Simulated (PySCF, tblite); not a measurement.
# C5H12Si2: a rotation path, then NMR shifts on frames

Aim: move C5H12Si2 (`C=C(C)[SiH]1C[SiH2]C1`) away from its starting geometry and see how NMR shifts follow the geometry.

The runs use tblite 0.8.0 and PySCF 2.14.0, with density-fitted response routines of our own; the level of theory stands in each step. All values are computed, except where a source is named. Atoms are numbered from 0 throughout.

### Step 1. Starting geometry

19 atoms, charge 0, multiplicity 1; geometry from: GFN2-xTB.

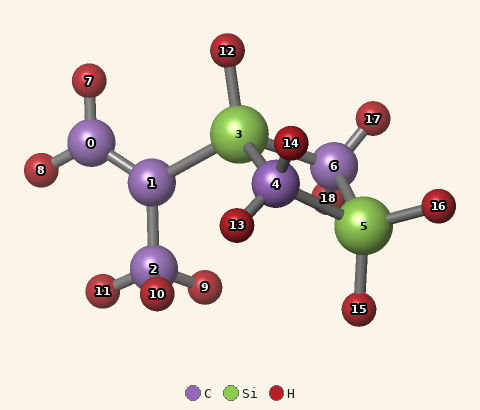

As it starts; carbon purple, silicon green, hydrogen red, atoms numbered.

### Step 2. The rotation path with GFN2-xTB

The job: settings as JSON, then the geometry in Å.

```
{"job": {"kind": "neb", "xc": "GFN2-xTB", "basis": "xTB", "atoms": [2, 1, 3, 4], "turn": 120}, "charge": 0, "multiplicity": 1}
C     -1.937569     1.896290    -0.793407
C     -1.241878     0.805853    -0.503889
C     -1.770927    -0.560038    -0.819114
Si     0.459063     0.885764     0.310982
C      0.672263    -0.374299     1.748428
Si     1.830697    -1.481556     0.696110
C      1.791620    -0.116400    -0.648661
H     -1.567982     2.882406    -0.567955
H     -2.907595     1.854233    -1.267800
H     -1.058522    -1.107712    -1.434327
H     -1.910919    -1.127847     0.100067
H     -2.723300    -0.506918    -1.344582
H      0.814227     2.275530     0.627008
H     -0.236801    -0.847547     2.109538
H      1.163089     0.051120     2.619856
H      1.214625    -2.743156     0.274075
H      3.146826    -1.748107     1.280525
H      2.735344     0.413458    -0.745759
H      1.517936    -0.441824    -1.648556
```

Level: GFN2-xTB climbing-image nudged elastic band, gas phase.

Started as:

```sh
> OMP_NUM_THREADS=1 python probes_run.py task.json out
```

One launch serves the whole session: the jobs run in the order shown.

The program printed:

```text
image   E - E0 / eV
  0       0.0000
  1       0.0086
  2       0.0219
  3       0.0352
  4       0.0442
  5       0.0436
  6       0.0354
  7       0.0289
  8       0.0173
```

Run time: 4 s. Hardware: 1 thread of Intel Xeon Platinum 8488C, shared host; peak memory 0.19 GiB.

The final band, with the dihedral C2–C1–Si3–C4:

```
image  dihedral (°)  energy (eV)  energy (kcal/mol)
    0           -45        0.000                0.0
    1           -31        0.009                0.2
    2           -16        0.022                0.5
    3             0        0.035                0.8
    4            15        0.044                1.0
    5            31        0.044                1.0
    6            46        0.035                0.8
    7            62        0.029                0.7
    8            77        0.017                0.4
```

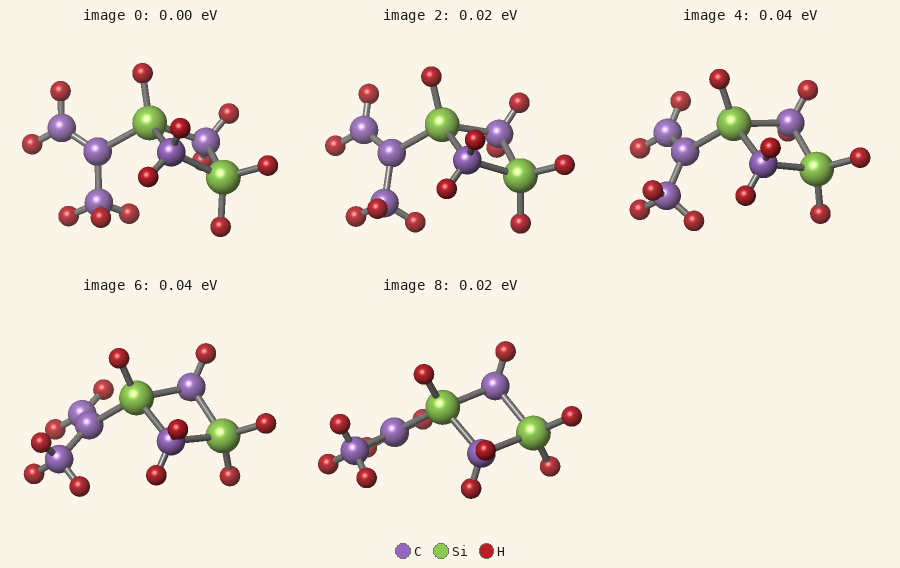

Images along the band.

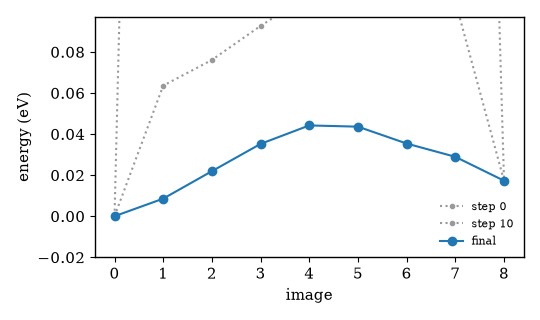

Energy along the band, early and final.

### Step 3. NMR shieldings: image 0, PBE0/pcSseg-1

The job: settings as JSON, then the geometry in Å.

```
{"job": {"kind": "nmr", "xc": "PBE0", "basis": "pcSseg-1", "pop": false}, "charge": 0, "multiplicity": 1}
C     -1.937600     1.896300    -0.793400
C     -1.241900     0.805900    -0.503900
C     -1.770900    -0.560000    -0.819100
Si     0.459100     0.885800     0.311000
C      0.672300    -0.374300     1.748400
Si     1.830700    -1.481600     0.696100
C      1.791600    -0.116400    -0.648700
H     -1.568000     2.882400    -0.568000
H     -2.907600     1.854200    -1.267800
H     -1.058500    -1.107700    -1.434300
H     -1.910900    -1.127800     0.100100
H     -2.723300    -0.506900    -1.344600
H      0.814200     2.275500     0.627000
H     -0.236800    -0.847500     2.109500
H      1.163100     0.051100     2.619900
H      1.214600    -2.743200     0.274100
H      3.146800    -1.748100     1.280500
H      2.735300     0.413500    -0.745800
H      1.517900    -0.441800    -1.648600
```

Method: GIAO PBE0/pcSseg-1 NMR shielding, non-relativistic, gas phase.

The program printed:

```text
coarse grid: 16120 points
cycle   1  E = -776.0640857680  dE =  5.343e-01  |g| = 5.656e-01  |ddm| = 3.905e+00
cycle   2  E = -776.0227635070  dE =  4.132e-02  |g| = 6.772e-01  |ddm| = 1.156e+00
cycle   3  E = -776.1467520915  dE = -1.240e-01  |g| = 6.731e-02  |ddm| = 7.336e-01
cycle   4  E = -776.1477086526  dE = -9.566e-04  |g| = 3.493e-02  |ddm| = 1.054e-01
cycle   5  E = -776.1480078808  dE = -2.992e-04  |g| = 1.023e-02  |ddm| = 3.526e-02
cycle   6  E = -776.1480328381  dE = -2.496e-05  |g| = 2.880e-03  |ddm| = 1.065e-02
cycle   7  E = -776.1480350164  dE = -2.178e-06  |g| = 3.119e-04  |ddm| = 3.046e-03
final grid: 144360 points
cycle   8  E = -776.1896827384  dE = -3.011e-05  |g| = 8.369e-03  |ddm| = 2.670e-02
cycle   9  E = -776.1896744082  dE =  8.330e-06  |g| = 1.004e-02  |ddm| = 1.681e-02
cycle  10  E = -776.1897010266  dE = -2.662e-05  |g| = 1.086e-03  |ddm| = 9.715e-03
cycle  11  E = -776.1897013017  dE = -2.751e-07  |g| = 3.434e-04  |ddm| = 1.233e-03
cycle  12  E = -776.1897013301  dE = -2.848e-08  |g| = 8.377e-05  |ddm| = 3.144e-04
cycle  13  E = -776.1897013317  dE = -1.600e-09  |g| = 2.815e-05  |ddm| = 9.608e-05
cycle  14  E = -776.1897013319  dE = -2.085e-10  |g| = 3.791e-06  |ddm| = 3.420e-05
converged SCF energy = -776.1897013319

GIAO shielding tensors (ppm)
atom      isotropic    diamagn.    paramagn.     s11        s22        s33       span
  0 C       53.040     251.332    -198.293    -58.073     72.911    144.280    202.354
  1 C       32.964     264.926    -231.962    -84.898      8.557    175.232    260.130
  2 C      161.745     248.234     -86.490    148.494    151.661    185.080     36.586
  3 Si     352.584     882.321    -529.737    337.131    353.201    367.421     30.290
  4 C      188.551     258.629     -70.078    166.637    196.676    202.341     35.704
  5 Si     385.979     880.530    -494.551    362.134    365.506    430.298     68.164
  6 C      188.267     258.555     -70.288    165.713    196.532    202.554     36.841
  7 H       25.972      31.180      -5.207     22.816     24.272     30.830      8.013
  8 H       25.714      30.315      -4.601     22.418     24.948     29.775      7.357
  9 H       29.487      31.814      -2.327     24.974     29.944     33.542      8.568
 10 H       29.460      31.415      -1.956     25.141     29.422     33.815      8.674
 11 H       29.704      30.638      -0.934     25.942     28.094     35.076      9.134
 12 H       26.445      31.192      -4.747     23.239     24.816     31.280      8.041
 13 H       31.182      32.775      -1.593     26.871     28.735     37.940     11.069
 14 H       30.939      30.989      -0.051     27.056     27.762     37.998     10.942
 15 H       26.811      29.674      -2.863     24.346     24.687     31.401      7.055
 16 H       26.809      29.194      -2.385     23.630     24.380     32.416      8.786
 17 H       30.930      31.007      -0.077     27.035     27.814     37.942     10.907
 18 H       31.214      32.705      -1.492     26.997     28.683     37.962     10.965
```

Run time: 33 s. Hardware: 1 thread of Intel Xeon Platinum 8488C, shared host; peak memory 0.87 GiB.

The references, computed at this level on geometries of the same kind, shield at (ppm): 1H TMS 31.72, 13C TMS 186.9, 29Si TMS 349.2. Their shielding less the atom's gives the shift. The references are single molecules in the gas phase. Each atom is listed at this fixed geometry, with no averaging over motion; a spectrum would average atoms that exchange fast.

```
atoms                                                environment  σ (ppm)  δ (ppm)
   C1                            fully substituted alkene carbon     33.0    154.0
   C0                                       terminal =CH2 carbon     53.0    133.9
   C2                                      allylic methyl carbon    161.7     25.2
   C6                                     sp3 CH2 bonded to 2 Si    188.3     -1.3
   C4                                     sp3 CH2 bonded to 2 Si    188.6     -1.6
   H8                         hydrogen on a terminal =CH2 carbon    25.71     6.00
   H7                         hydrogen on a terminal =CH2 carbon    25.97     5.74
  H12  hydrogen on a silicon bonded to 3 C, in a 4-membered ring    26.44     5.27
  H16  hydrogen on a silicon bonded to 2 C, in a 4-membered ring    26.81     4.91
  H15  hydrogen on a silicon bonded to 2 C, in a 4-membered ring    26.81     4.91
  H10                       hydrogen on an allylic methyl carbon    29.46     2.26
   H9                       hydrogen on an allylic methyl carbon    29.49     2.23
  H11                       hydrogen on an allylic methyl carbon    29.70     2.01
  H17                      hydrogen on an sp3 CH2 bonded to 2 Si    30.93     0.79
  H14                      hydrogen on an sp3 CH2 bonded to 2 Si    30.94     0.78
  H13                      hydrogen on an sp3 CH2 bonded to 2 Si    31.18     0.53
  H18                      hydrogen on an sp3 CH2 bonded to 2 Si    31.21     0.50
  Si3             silicon bonded to 3 C, H, in a 4-membered ring    352.6     -3.4
  Si5           silicon bonded to 2 C, 2 H, in a 4-membered ring    386.0    -36.8
```

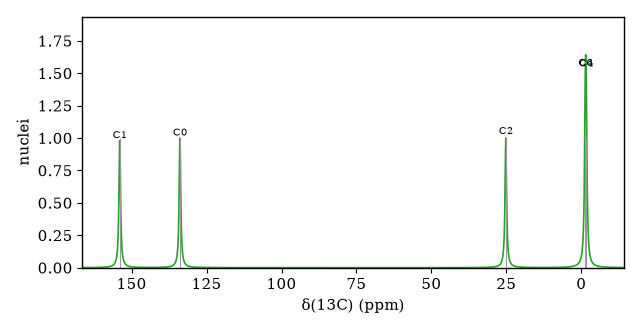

13C lines at the computed shifts, without couplings. Lines are broadened to a width of 0.62 ppm (Lorentzian).

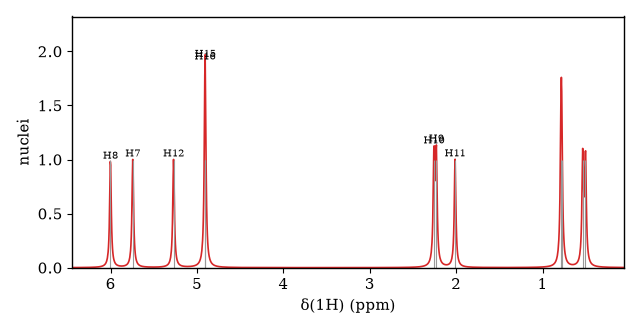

1H lines at the computed shifts, without couplings. Lines are broadened to a width of 0.02 ppm (Lorentzian).

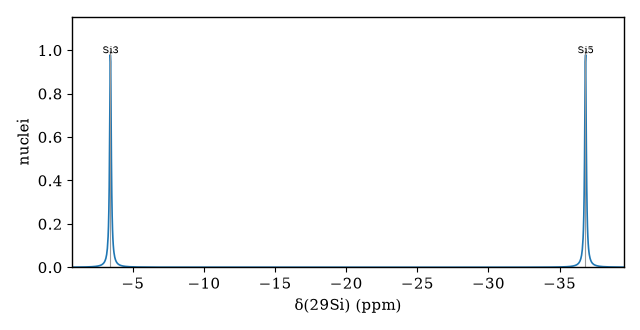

29Si lines at the computed shifts, without couplings. Lines are broadened to a width of 0.13 ppm (Lorentzian).

Ring of atoms Si3, C4, Si5, C6: NICS(0) 1.1, NICS(1) -0.7, NICS(1)zz 4.1 ppm (means of both faces).

### Step 4. Shielding tensors: image 2, PBE0/pcSseg-1

The job: settings as JSON, then the geometry in Å.

```
{"job": {"kind": "nmr", "xc": "PBE0", "basis": "pcSseg-1", "pop": false}, "charge": 0, "multiplicity": 1}
C     -1.724100     1.815500    -1.162900
C     -1.253900     0.773100    -0.493400
C     -2.007900    -0.519700    -0.444300
Si     0.401800     0.849700     0.413300
C      0.647700    -0.589800     1.662600
Si     1.939900    -1.438800     0.528700
C      1.862400     0.111800    -0.596800
H     -1.190900     2.750000    -1.197200
H     -2.657200     1.784100    -1.706500
H     -1.380400    -1.335000    -0.799500
H     -2.289700    -0.749200     0.582500
H     -2.910800    -0.478700    -1.050900
H      0.631200     2.205400     0.930000
H     -0.236100    -1.179000     1.890800
H      1.057600    -0.266900     2.615900
H      1.431200    -2.645300    -0.131800
H      3.236000    -1.728400     1.147900
H      2.758200     0.725100    -0.545100
H      1.675300    -0.074600    -1.650800
```

Level: GIAO PBE0/pcSseg-1 NMR shielding, non-relativistic, gas phase.

The program printed:

```text
coarse grid: 16120 points
cycle   1  E = -776.0622121423  dE =  5.385e-01  |g| = 5.671e-01  |ddm| = 3.903e+00
cycle   2  E = -776.0212025532  dE =  4.101e-02  |g| = 6.777e-01  |ddm| = 1.149e+00
cycle   3  E = -776.1454175358  dE = -1.242e-01  |g| = 6.444e-02  |ddm| = 7.277e-01
cycle   4  E = -776.1462937256  dE = -8.762e-04  |g| = 3.361e-02  |ddm| = 1.019e-01
cycle   5  E = -776.1465694282  dE = -2.757e-04  |g| = 1.023e-02  |ddm| = 3.465e-02
cycle   6  E = -776.1465945016  dE = -2.507e-05  |g| = 2.869e-03  |ddm| = 1.058e-02
cycle   7  E = -776.1465966515  dE = -2.150e-06  |g| = 3.288e-04  |ddm| = 3.161e-03
final grid: 144360 points
cycle   8  E = -776.1880080173  dE = -3.154e-05  |g| = 8.250e-03  |ddm| = 2.766e-02
cycle   9  E = -776.1880001453  dE =  7.872e-06  |g| = 9.857e-03  |ddm| = 1.675e-02
cycle  10  E = -776.1880258825  dE = -2.574e-05  |g| = 9.702e-04  |ddm| = 9.532e-03
cycle  11  E = -776.1880260972  dE = -2.147e-07  |g| = 3.330e-04  |ddm| = 1.123e-03
cycle  12  E = -776.1880261240  dE = -2.679e-08  |g| = 8.646e-05  |ddm| = 3.112e-04
cycle  13  E = -776.1880261258  dE = -1.738e-09  |g| = 2.697e-05  |ddm| = 1.005e-04
cycle  14  E = -776.1880261259  dE = -1.864e-10  |g| = 3.704e-06  |ddm| = 3.433e-05
converged SCF energy = -776.1880261259

GIAO shielding tensors (ppm)
atom      isotropic    diamagn.    paramagn.     s11        s22        s33       span
  0 C       52.661     252.264    -199.604    -61.830     72.795    147.017    208.847
  1 C       33.513     264.201    -230.689    -84.973      9.828    175.684    260.657
  2 C      159.434     248.003     -88.569    146.325    150.126    181.851     35.526
  3 Si     357.585     882.443    -524.859    329.889    359.473    383.393     53.504
  4 C      189.662     258.734     -69.072    169.491    197.202    202.292     32.800
  5 Si     385.101     880.520    -495.419    361.740    363.789    429.775     68.035
  6 C      186.073     258.602     -72.529    161.893    194.056    202.269     40.376
  7 H       26.113      31.539      -5.426     22.738     24.424     31.175      8.437
  8 H       25.559      30.495      -4.936     22.236     24.950     29.490      7.254
  9 H       29.525      31.999      -2.474     25.106     29.836     33.632      8.526
 10 H       29.439      30.649      -1.211     25.261     29.133     33.922      8.661
 11 H       29.702      30.474      -0.772     26.083     28.075     34.949      8.866
 12 H       26.417      30.961      -4.544     23.187     24.786     31.277      8.089
 13 H       31.109      33.071      -1.962     26.507     28.970     37.849     11.342
 14 H       30.987      30.967       0.021     27.227     27.645     38.090     10.863
 15 H       26.828      29.750      -2.922     24.278     24.697     31.510      7.232
 16 H       26.785      29.145      -2.360     23.548     24.389     32.419      8.871
 17 H       30.855      31.031      -0.177     26.949     28.010     37.605     10.655
 18 H       31.316      32.685      -1.368     27.325     28.390     38.234     10.910
```

It took 31 s on 1 thread of Intel Xeon Platinum 8488C, shared host; peak memory 1 GiB.

Key values: δ C1 153.4, C0 134.3, C2 27.5, C6 0.9, H8 6.16, H7 5.60 ppm.

[end of part 1 of 2]
